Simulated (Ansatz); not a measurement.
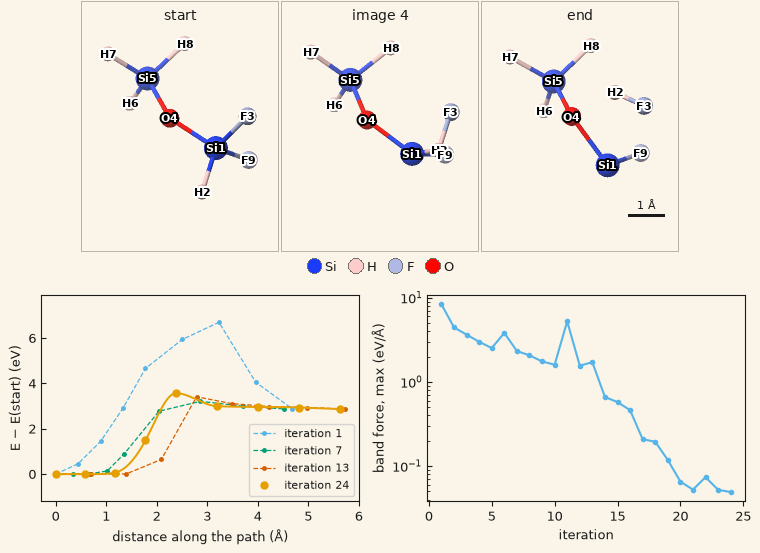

NEB run on Si2H4OF2. Images are numbered from 0 (start) to 8 (end). The plot follows the band through its iterations. Style: ball-and-stick. Shown from a free direction.

These are results of RKS r2SCAN-D4/def2-SVP in Ansatz, not measurements. Run with 7 movable images; climbing image; force threshold 0.05 eV/Å; iteration limit 60; starting path through a guess of the saddle point.

Judge this run.

The result is final at these settings. The band converged in 24 iterations. The largest component of the band force went from 8.3 to 0.049 eV/Å. The climbing image converged on the top of the path. Its vibrational analysis gives one imaginary mode (1114i cm⁻¹), as a transition state must have. The first iteration put the highest image at 6.70 eV. Forward barrier 3.57 eV, backward barrier 0.69 eV, with image 4 at the top; the reaction energy is +2.87 eV.

Cost: 5.1 min on 4 threads of Arm Neoverse V1 (shared host), peak memory 0.18 GiB.
